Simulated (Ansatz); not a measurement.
# Cl$_{4}$HOTa···H$_{2}$O: what the fields show

Input file:

```
crystal:
  periodic: [false, false, false]
  atoms:
    - { symbol: Ta, position_ang: [0.0, 0.0, 0.0] }
    - { symbol: Cl, position_ang: [2.82, 0.0, 0.0] }
    - { symbol: Cl, position_ang: [0.0, 0.0, 2.47] }
    - { symbol: Cl, position_ang: [0.0, 0.0, -2.47] }
    - { symbol: O, position_ang: [-1.01, 1.7493, 0.0] }
    - { symbol: H, position_ang: [-1.4859, 1.8638, 0.8834] }
    - { symbol: Cl, position_ang: [-1.235, -2.139, 0.0] }
    - { symbol: O, position_ang: [0.7315, -1.8635, 1.1725] }
    - { symbol: H, position_ang: [0.1654, -2.662, 0.9237] }
    - { symbol: H, position_ang: [1.9721, -1.3075, 0.8227] }
basis:
  gaussian: { orbitals: def2-SVP }
hamiltonian:
  xc: hf
relax:
  f_tol: 0.15
  max_steps: 25
  restrain:
    - { distance: [0, 7], at: 3.22, k: 30.0 }
    - { distance: [9, 1], at: 2.57, k: 30.0 }
    - { distance: [0, 1], at: 2.47, k: 30.0 }
    - { distance: [9, 7], at: 1.01, k: 30.0 }
output:
  orbitals: {}
```

Command:

```sh
ansatz run input.yaml --threads 4 --pin off --max-ram 5120MiB --backend cpu --events-out ev --progress --plain --runs-dir out
```

The fields are those of the run's last geometry, not of the input's.

Core potentials replace the inner electrons of Ta; not at a stationary point (largest force 1.3 eV/Å).

Level of theory: RHF/def2-SVP (Ansatz).

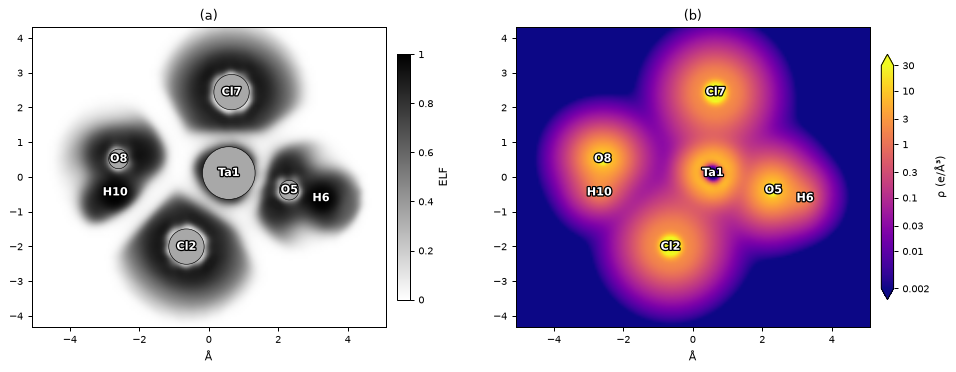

Figure 1. (a) ELF; (b) electron density on the plane of atoms O5, Ta1 and Cl7. Grey discs cover the atomic cores in the ELF map.

Interpret the plot.

The plane passes through Ta, Cl, O and H nuclei. Ta1···O8 (3.20 Å): the density falls to about 0.04 e/Å³ on the way; the ELF dips to about 0 between them. Ta–O (1.81 Å): ρ is about 1.2 e/Å³ halfway; the ELF peaks at about 0.80 in the valence shell of O, 0.5 Å from its nucleus, and drops to about 0.20 between the two atoms. Ta–Cl (2.33 Å): ρ is about 0.65 e/Å³ halfway; the ELF peaks at about 0.85 in the valence shell of Cl, 0.8 Å from its nucleus, and is about 0.45 at the midpoint. O–H (0.95 Å): ρ at the midpoint is about 3.9 e/Å³; the ELF climbs to about 1 towards the hydrogen, as it does in any bond to H; a covalent bond by its length. Ta–Cl (2.44 Å): ρ at the midpoint is about 0.53 e/Å³; the ELF peaks at about 0.85 in the valence shell of Cl, 0.9 Å from its nucleus, and is about 0.45 at the midpoint.

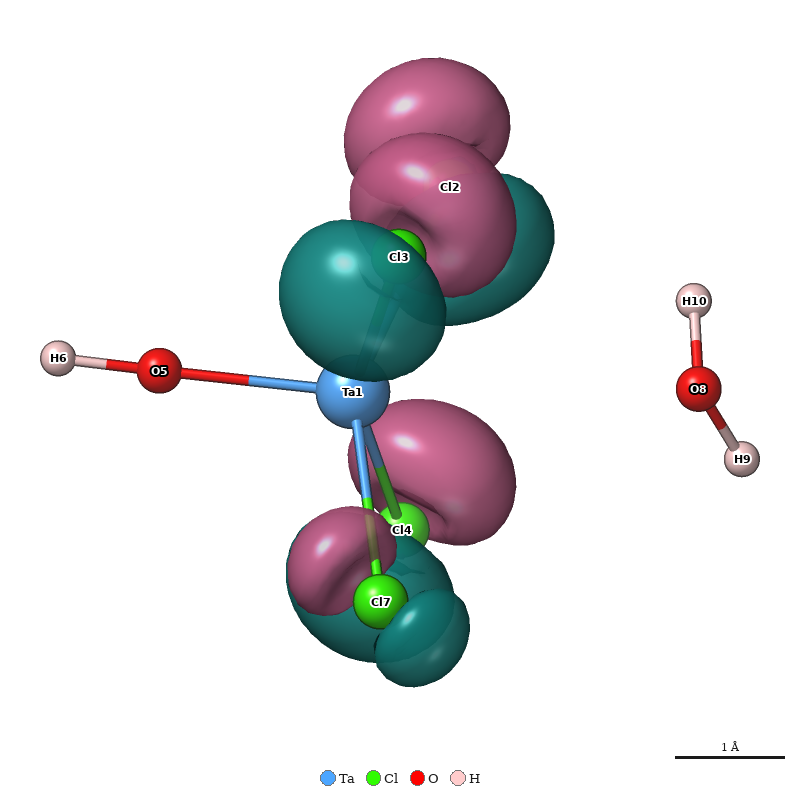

Figure 2. The HOMO−1 at ±0.15 Å⁻³ᐟ² (teal and pink are the two phases), seen across its widest extent.

Where does this orbital lie, and at what energy?

It lies mainly on Cl3 (about 30 %), Cl4 (about 30 %), Cl2 (about 25 %), Cl7 (about 10 %) and Ta1 (about 5 %); largely a combination of lone pairs on Cl3, Cl4, Cl2 and Cl7. Its energy is −12.27 eV.

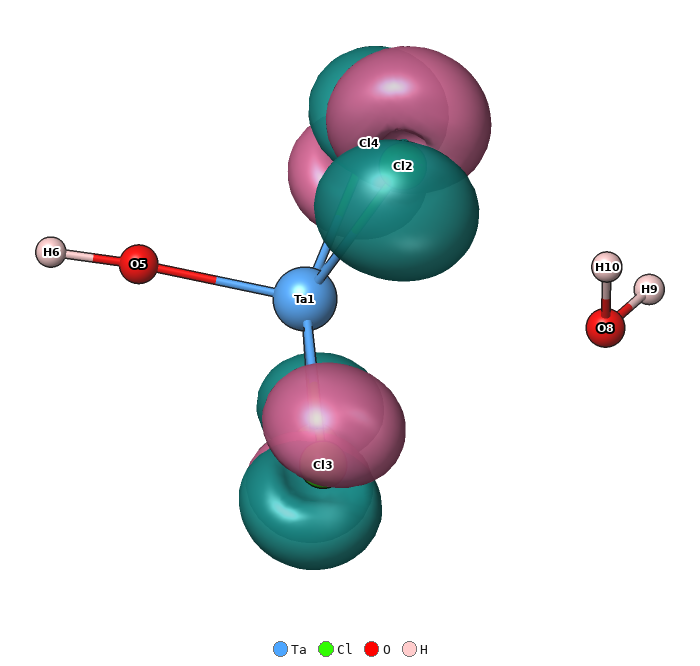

Figure 3. The HOMO at ±0.15 Å⁻³ᐟ² (teal and pink are the two phases), seen from one side.

Where does this orbital lie, and at what energy?

By Hirshfeld shares it lies mainly on Cl2 (about 40 %), Cl3 (about 25 %), Cl4 (about 20 %) and Cl7 (about 15 %); largely a combination of lone pairs on Cl2, Cl3, Cl4 and Cl7. Its energy is −11.58 eV.
